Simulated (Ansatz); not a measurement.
A ladder of methods for AsF3 (arsenic trifluoride)

AsF3 has 4 atoms, charge 0, and is taken as a singlet. SMILES: `F[As](F)F`. The coordinates come from a PBE0-D4/def2-TZVP relaxation.

```
atom    x (Å)    y (Å)    z (Å)
   F  -0.4459   0.3956   1.3626
  As  -0.4620  -0.4572  -0.1256
   F   1.2040  -0.8659  -0.1127
   F  -0.2962   0.9276  -1.1243
```

Each level gives the energy change with the As2–F4 bond stretched from 1.715 to 3.431 Å (eV). The values are calculated.

| level | kind | program | value (eV) | less FCI/STO-3G | CPU time (all runs) |
| --- | --- | --- | --- | --- | --- |
| HF/STO-3G (restricted) | Hartree–Fock | Ansatz | 8.55 | +5.95 | 0.63 s |
| SVWN5/STO-3G (restricted) | LDA | Ansatz | 5.27 | +2.67 | 2 s |
| BLYP/STO-3G (restricted) | GGA | Ansatz | 4.66 | +2.06 | 3.2 s |
| PBE/STO-3G (restricted) | GGA | Ansatz | 4.75 | +2.15 | 3.4 s |
| revPBE/STO-3G (restricted) | GGA | Ansatz | 4.54 | +1.94 | 3.5 s |
| r2SCAN0/STO-3G (restricted) | hybrid meta-GGA | Ansatz | 6.00 | +3.40 | 9.1 s |
| CAM-B3LYP/STO-3G (restricted) | range-separated hybrid | Ansatz | 6.35 | +3.75 | 4.1 s |
| B2PLYP/STO-3G (restricted) | double hybrid | Ansatz | 4.33 | +1.73 | 5.4 s |
| FCI/STO-3G | exact in the basis | Ansatz | 2.60 | 0.00 | 19 s |

FCI/STO-3G is exact within its basis and frozen core, so for wave-function methods in that basis the difference is their error; functionals converge differently with the basis, so for them it is only a difference. A spin-restricted reference rises too steeply as a bond breaks; here HF/STO-3G, SVWN5/STO-3G, BLYP/STO-3G, PBE/STO-3G, revPBE/STO-3G, r2SCAN0/STO-3G, CAM-B3LYP/STO-3G, B2PLYP/STO-3G lie well above the multireference or unrestricted value. All-electron rows without a relativistic Hamiltonian named are non-relativistic. The first shape isn't each level's own minimum. The values span 2.60 to 8.55 eV. All rows use very small basis sets, so none should be taken for the real molecule's value. Times are those of the runs behind each value, whatever else they computed, on shared processors of several kinds: orders of magnitude only.

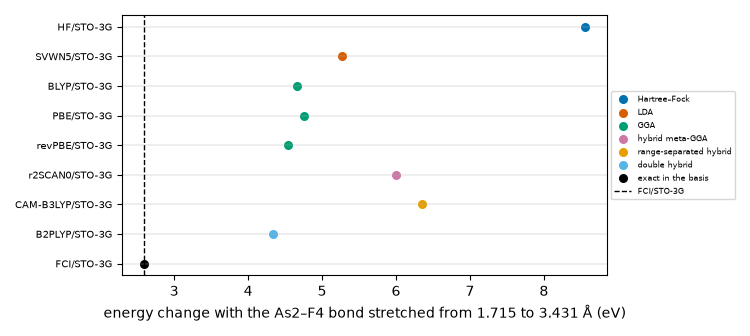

The values of the table, level by level.
